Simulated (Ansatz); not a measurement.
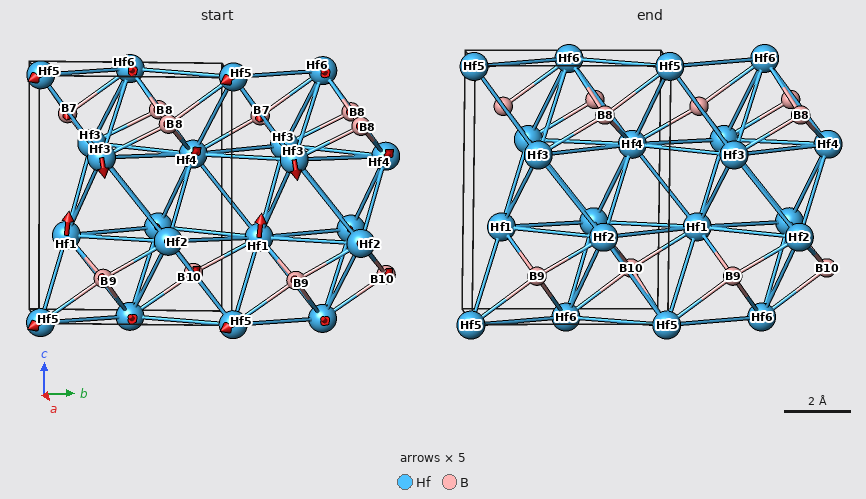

The structure of solid Hf3B2 (a generated structure, set up in P1) (coarse preliminary run) before (left) and after (right) a relaxation, at one scale. The red arrows give the displacements (the part carried along by the change of the cell is left out), magnified 5 times.

A ball-and-stick model of the cell of the calculation, repeated 1 × 2 × 1 with one cell outlined, seen from a free direction.

Method: Ansatz, DFT PBE, scalar-relativistic, plane waves, PAW.

The input:
```yaml
crystal:
  lattice:
    - [3.4797100021, -0.0099430021, 0.023158257]
    - [-0.0172217849, 5.8830036473, -0.0664276679]
    - [0.052750107, -0.0873586377, 7.6087250331]
  atoms:
    - { symbol: Hf, position: [0.4915148963, 0.1684200123, 0.3273132638] }
    - { symbol: Hf, position: [1.0091859418, 0.6704413344, 0.3372716084] }
    - { symbol: Hf, position: [-0.0052105026, 0.3245879806, 0.6717778928] }
    - { symbol: Hf, position: [0.511854803, 0.8245197891, 0.6617119107] }
    - { symbol: Hf, position: [-0.013557355, 0.0089586111, 0.0023601253] }
    - { symbol: Hf, position: [0.5161277121, 0.4970402947, 0.0044571034] }
    - { symbol: B, position: [0.4886882783, 0.1737531322, 0.8181346948] }
    - { symbol: B, position: [1.0089654946, 0.6703828864, 0.8099939793] }
    - { symbol: B, position: [-0.020398848, 0.3348679461, 0.1831768548] }
    - { symbol: B, position: [0.5128295794, 0.8270280131, 0.1838025667] }
basis:
  ecutwfc: 420
kpoints:
  mp_grid: { grid: [6, 4, 4] }
hamiltonian:
  xc: pbe
scf:
  occupations: { method: gaussian, width: 0.2 }
  lower_state_search: "off"
output:
  forces: true
  stress: true
  eigenvalues: true
relax:
  adjacent_minimum: "off"
  f_tol: 0.025
  max_steps: 60
  cell: { stress_tol: 0.25 }
```

Command:
```bash
ansatz run input.yaml --threads 1 --pin off --max-ram 2560MiB --backend cpu --events-out ev --progress --plain --runs-dir out
```

> Summarise the run.

The run was cut off at its time limit before the relaxation converged, so the last structure is only a point on the way. The largest move relative to the cell is that of Hf1, 0.16 Å along [1 0 3]. Largest moves by element: Hf 0.16 Å, B 0.07 Å. Cell: a 3.480 → 3.506 Å (+0.8 %), b 5.883 → 5.977 Å (+1.6 %), c 7.609 → 7.931 Å (+4.2 %), α 91.3° → 90.0°, β 89.2° → 90.2°. Volume +6.7 %. Some distances before and after: Hf1–Hf5 3.124 → 3.465 Å, Hf3–Hf6 3.162 → 3.420 Å, Hf1–Hf6 3.161 → 3.409 Å, Hf1–Hf5 (another image) 3.174 → 3.419 Å. Bond angles that change, for instance: Hf1–B10–Hf5 82.0° → 89.1°, Hf1–B10–Hf5 84.0° → 90.5°, Hf3–B8–Hf6 83.4° → 89.5°. The space group stays P1 (No. 1). The energy falls by 26.5 meV per atom in 1 geometry step. Largest force component: 1.4 eV/Å at the start, 1.3 eV/Å at the end. Pressure: 8.59 GPa at the start and −3.93 GPa at the end.
